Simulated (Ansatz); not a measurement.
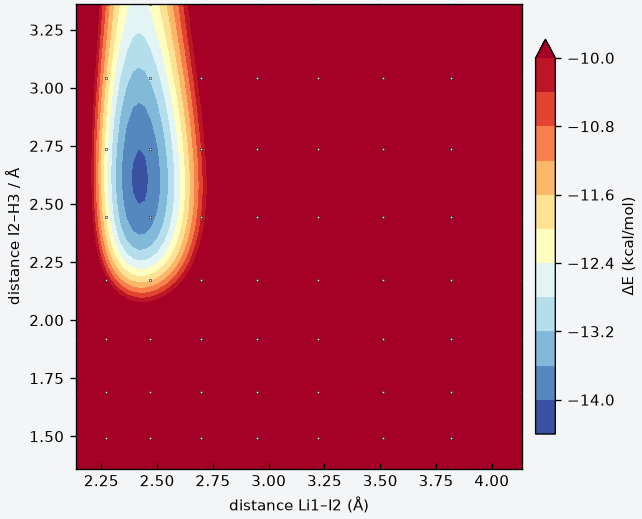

The system Li + IH, spin multiplicity 2. Coordinates scanned: (1) distance Li1–I2; (2) distance I2–H3. Nothing is relaxed (the angle Li1–I2–H3 is fixed at 90 degrees). The scan uses a 9 × 9 grid. Points are written as (first, second). Energies are in kcal/mol, from Li far from the relaxed IH (each part in its own basis). All numbers below come from UKS r2SCAN-D4/def2-SVPD (Ansatz 0.2.0).

The picture shows filled contours, dots at the grid points, one colour for all values above the top of the scale. Between grid points the surface is interpolated.

Estimate the position of the minimum and the force constants in these coordinates.

Answer. The interpolated minimum is at distance Li1–I2 ≈ 2.421 Å, distance I2–H3 ≈ 2.609 Å. The curvatures there are about 5.6 eV/Å² and 0.56 eV/Å², with a cross term of about 0.06 eV/Å². Round the minimum the two coordinates are nearly uncoupled. (1 eV is 23.1 kcal/mol.)
